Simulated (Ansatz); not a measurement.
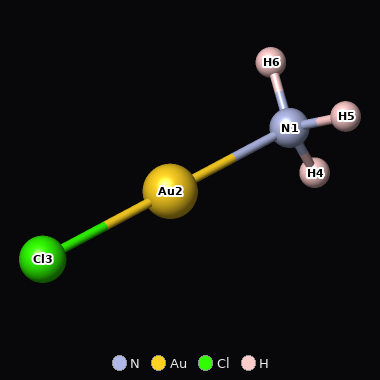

The system is AuClH₃N, SMILES [NH3+][Au-][Cl]; the picture shows the grid point nearest to the relaxed geometry. Two internal coordinates are moved rigidly from the geometry relaxed at PBE0-D4/def2-TZVP, all others fixed. Coordinates scanned: (1) bond N1–H4; (2) angle Au2–N1–H6. Grid: 4 × 5 points. Points are written as (first, second). All energies are given in kJ/mol relative to the lowest grid point. Method: RKS PBE-D4/def2-TZVPP (Ansatz 0.2.0).

Its coordinates:

```xyz
6

N    -0.5711    0.5514   -0.3740
Au    0.7906   -0.7720    0.4872
Cl    2.2485   -2.1887    1.4088
H    -1.0031    0.1388   -1.2216
H    -0.1142    1.4159   -0.6451
H    -1.3153    0.7815    0.2761
```

Range: bond N1–H4 from 0.913 to 1.123 Å; angle Au2–N1–H6 from 81 to 141°.

Q: What will the energy surface look like?

A: The lowest grid point is at (1.037 Å, 111°). The highest grid point, (0.913 Å, 141°), lies 64.6 kJ/mol above the lowest.

```tsv
angle Au2–N1–H6 ↓, bond N1–H4 →	0.913	0.963	1.037	1.123
141	64.6	41.6	33.1	48.2
126	39.1	16.4	8.4	24.0
111	30.3	7.7	0.0	15.9
96	38.0	15.6	8.2	24.4
81	60.8	38.6	31.5	48.1
```

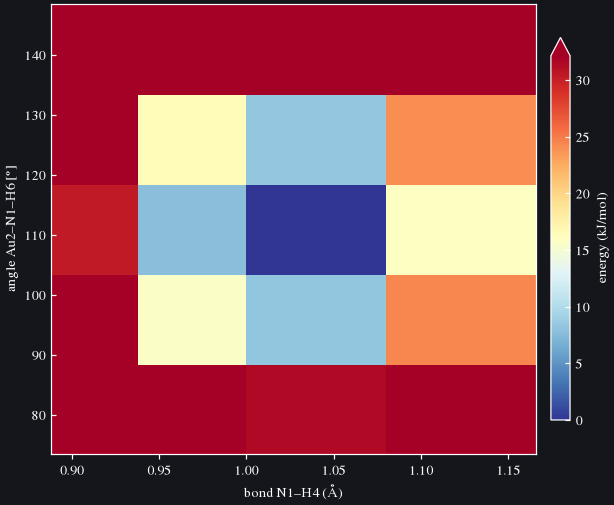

In the figure: one coloured cell a grid point, one colour for all values above the top of the scale.
